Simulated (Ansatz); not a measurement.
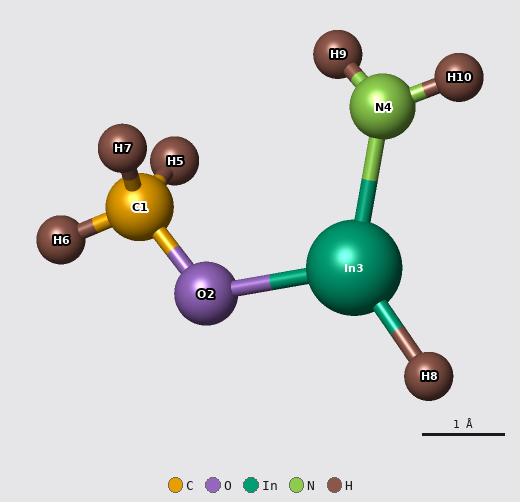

Fig. 1: The input geometry of run 1 (ball-and-stick view, seen at a tilt; atoms are numbered from 1 in the order of the input). Sticks mark near contacts. Bond lengths as drawn: C–H 1.10 Å, C–O 1.40 Å, H–In 1.69 Å, H–N 1.01 Å, In–N 2.01 Å and In–O 1.99 Å.

# What a change does: single-point calculation on CH₆InNO

System: CH₆InNO, SMILES C[O][InH][NH2].
Method of run 1: RKS SPW92 (LDA)/def2-TZVPP (Ansatz 0.2.0).

The geometry comes from this level: PBE0-D4/def2-TZVP. Text and figures count atoms from 1; the logs count them from 0 in places.

### Input, run 1
```yaml
crystal:
  periodic: [false, false, false]
  atoms:
    - {symbol: C, position_ang: [-1.274808, -0.241377, 1.083512]}
    - {symbol: O, position_ang: [0.079539, -0.230126, 1.431721]}
    - {symbol: In, position_ang: [1.499986, 0.081326, 0.073700]}
    - {symbol: N, position_ang: [0.669703, 0.455745, -1.716755]}
    - {symbol: H, position_ang: [-1.532555, -1.061385, 0.395795]}
    - {symbol: H, position_ang: [-1.875409, -0.380861, 1.990039]}
    - {symbol: H, position_ang: [-1.606117, 0.697095, 0.614547]}
    - {symbol: H, position_ang: [3.114490, 0.118573, 0.577040]}
    - {symbol: H, position_ang: [-0.283365, 0.172808, -1.884246]}
    - {symbol: H, position_ang: [1.208535, 0.388203, -2.565342]}
basis:
  gaussian: {orbitals: def2-TZVPP}
hamiltonian: {xc: lda}
output: {orbitals: {seedname: orbitals}}
```

Command:
```bash
ansatz run in.yaml --threads 4 --pin off --events-out ev --progress --plain --max-ram 10444MiB
```

Hardware: 4 threads of AMD EPYC, 15 GiB of memory available, shared host.

### Output (run 1)
```
Functional definition: SPW92
  exchange = slater_x
  correlation = pw_c
1228 factors; their error is unknown
mean field evaluation 1: about -9779.7209 eV, gradient 1.1e2 eV
mean field evaluation 2: about -9614.3748 eV, gradient 2.5e2 eV
mean field evaluation 4: about -9798.6164 eV, gradient 4.0e1 eV
mean field evaluation 8: about -9801.4280 eV, gradient 4.0e-1 eV
mean field evaluation 16: about -9801.4077 eV, gradient 4.6e-4 eV
mean field -9801.40772996 eV, -360.1950904433 hartree, gradient 5.0e-5 eV, S^2 0.000000; 0 other end points of the search recorded, 0 dependent functions left out
reference -9801.40778643 eV, -360.1950925185 hartree; 24, 24 occupied and 203, 203 virtual orbitals, 1228 factors
Total energy: -9801.40778643 eV, -360.1950925185 hartree
```

The input of run 2 differs as follows (lines with − go, lines with + come):
```diff
-hamiltonian: {xc: lda}
+hamiltonian: {xc: {name: wB97X-V}}
```

What does this change do to the results?

The total energies belong to different methods, so their difference says nothing on which is more stable or more accurate. The HOMO goes from −5.79 to −9.51 eV. The LUMO goes from −1.81 to 0.85 eV.

### Output (run 2)
```
Functional definition: wB97X-V
  parameter omega = 0.3/bohr
  parameter cx = 0.167
  parameter cx1 = 0.603
  parameter cx2 = 1.194
  parameter css0 = 0.556
  parameter css1 = -0.257
  parameter cos0 = 1.219
  parameter cos1 = -1.850
  parameter b = 6.0
  parameter c = 0.01
  exchange = spin_sum(e_x_unif_sr(omega)*poly(b97_u_x, 1 - cx, cx1, cx2)) + cx*exact_x_sr(omega) + exact_x_lr(omega)
  correlation = spin_sum(e_c_pw_same_spin*poly(b97_u_same, css0, css1))
      + integral(e_c_pw_opposite_spin*poly(b97_u_opposite, cos0, cos1)) + vv10(b, c)
1292 factors; their error is unknown
309 factors; integrals over basis functions are off by at most 1.0e-5 eV
mean field evaluation 1: about -9836.0820 eV, gradient 7.1e1 eV
mean field evaluation 2: about -9831.9626 eV, gradient 8.6e1 eV
mean field evaluation 4: about -9845.6096 eV, gradient 4.4e0 eV
mean field evaluation 8: about -9845.6503 eV, gradient 6.0e-2 eV
mean field evaluation 16: about -9845.6731 eV, gradient 9.1e-5 eV
mean field -9845.67308763 eV, -361.8218123335 hartree, gradient 3.1e-5 eV, S^2 0.000000; 0 other end points of the search recorded, 0 dependent functions left out
reference -9845.67308484 eV, -361.8218122308 hartree; 24, 24 occupied and 203, 203 virtual orbitals, 1292 factors
Total energy: -9845.67308484 eV, -361.8218122308 hartree
```

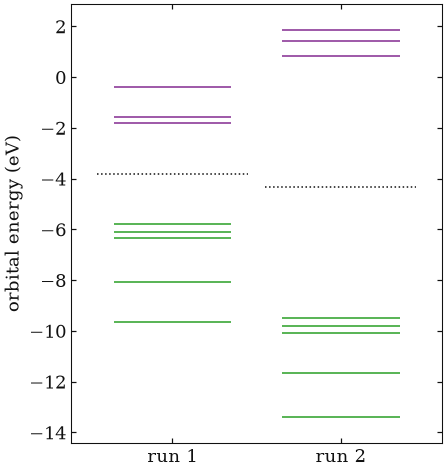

Fig. 2: The five highest filled and three lowest empty orbital energies of the two runs; the dotted lines part filled from empty levels. The HOMO–LUMO gap is 3.98 eV in run 1 and 10.36 eV in run 2.

### The two runs side by side

| quantity | run 1 | run 2 |
| --- | --- | --- |
| outcome | converged | converged |
| total energy (hartree) | −360.195093 | −361.821812 |
| HOMO (eV) | −5.79 | −9.51 |
| LUMO (eV) | −1.81 | 0.85 |
| basis functions | 227 | 227 |
